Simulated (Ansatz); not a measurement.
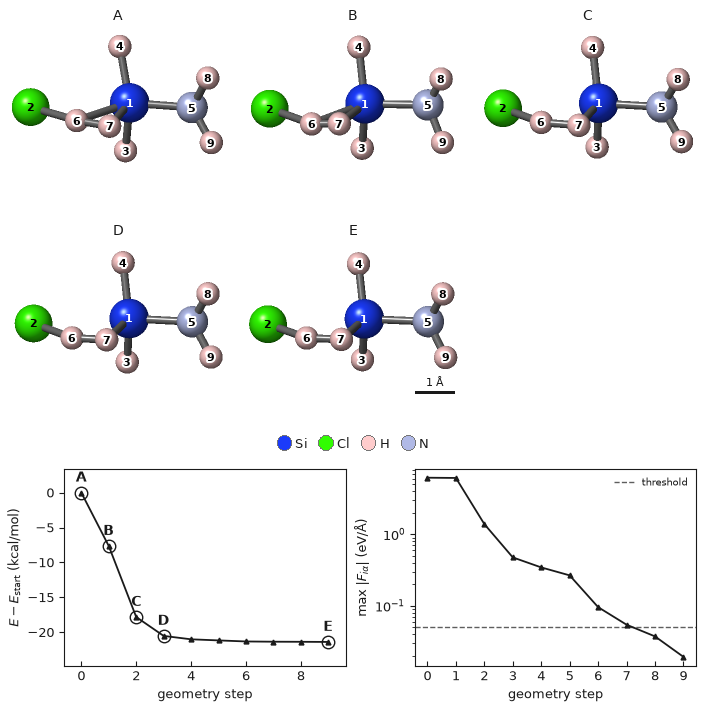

Frames of a saddle-point search of SiNH₆Cl, marked on the history of the run. A ball-and-stick model, seen face on.

The calculation used Ansatz, RKS SPW92 (LDA)/STO-3G.

The input:
```yaml
crystal:
  periodic: [false, false, false]
  atoms:
    - {symbol: Si, position_ang: [-0.367606, -0.208479, -0.082609]}
    - {symbol: Cl, position_ang: [0.248215, -2.182830, -1.580442]}
    - {symbol: H, position_ang: [-0.883794, 0.382115, -1.400539]}
    - {symbol: H, position_ang: [-0.886789, -1.297812, 0.797256]}
    - {symbol: N, position_ang: [-0.463148, 1.165141, 0.813423]}
    - {symbol: H, position_ang: [1.137635, -0.945658, -0.769502]}
    - {symbol: H, position_ang: [1.385581, -0.153199, -0.254937]}
    - {symbol: H, position_ang: [-0.024248, 1.085828, 1.891437]}
    - {symbol: H, position_ang: [-0.152237, 2.116752, 0.481425]}
basis:
  gaussian: {orbitals: STO-3G}
hamiltonian: {xc: lda}
saddle:
  f_tol: 0.05
  max_steps: 40
  mode_guess:
    - [0.1211, 0.2994, 0.1177]
    - [0.4104, -0.0384, -0.0702]
    - [0.0674, -0.1409, 0.0273]
    - [0.0326, 0.0220, -0.1002]
    - [-0.0492, 0.1856, 0.1416]
    - [-0.2538, -0.5226, -0.3311]
    - [-0.2839, -0.0644, -0.0227]
    - [0.0294, 0.0842, 0.1846]
    - [-0.0740, 0.1751, 0.0532]
```

Command:
```bash
ansatz run in.yaml --threads 2 --pin off --events-out ev --progress --plain --max-ram 4352MiB
```

What happens along the run?

The largest moves after the best rigid fit, 0.24 Å, are those of H3 and H6. By element the largest moves are H 0.24 Å, Cl 0.16 Å, N 0.10 Å, Si 0.09 Å. Among the contacts that change: Si1–H6 1.811 → 2.087 Å, N5–H8 1.167 → 1.044 Å, Cl2–H6 1.726 → 1.637 Å, Si1–H3 1.534 → 1.451 Å. Among the angles between lasting bonds that change: H3–Si1–H7 103.8° → 113.3°, H3–Si1–H4 132.1° → 124.4°, H8–N5–H9 104.0° → 109.1°. The energy falls by 21.4 kcal/mol in 9 geometry steps. Largest force component: 6.2 eV/Å at the start, 0.019 eV/Å at the end. From step 0 to 1: H7 moves most (0.15 Å), energy −7.65 kcal/mol. From step 1 to 2: H6 moves most (0.14 Å), energy −10.2 kcal/mol. From step 2 to 3: H7 moves most (0.06 Å), energy −2.71 kcal/mol. From step 3 to 9: H3 moves most (0.09 Å), energy −0.86 kcal/mol.

| step | E − E(0), kcal/mol | largest force component, eV/Å |
| --- | --- | --- |
| 0 | 0.00 | 6.1764 |
| 1 | -7.65 | 6.1272 |
| 2 | -17.82 | 1.3888 |
| 3 | -20.53 | 0.4758 |
| 4 | -21.02 | 0.3446 |
| 5 | -21.17 | 0.2668 |
| 6 | -21.33 | 0.0960 |
| 7 | -21.36 | 0.0546 |
| 8 | -21.37 | 0.0375 |
| 9 | -21.39 | 0.0194 |

Limits of the set-up: STO-3G is a minimal basis, so the numbers are rough.
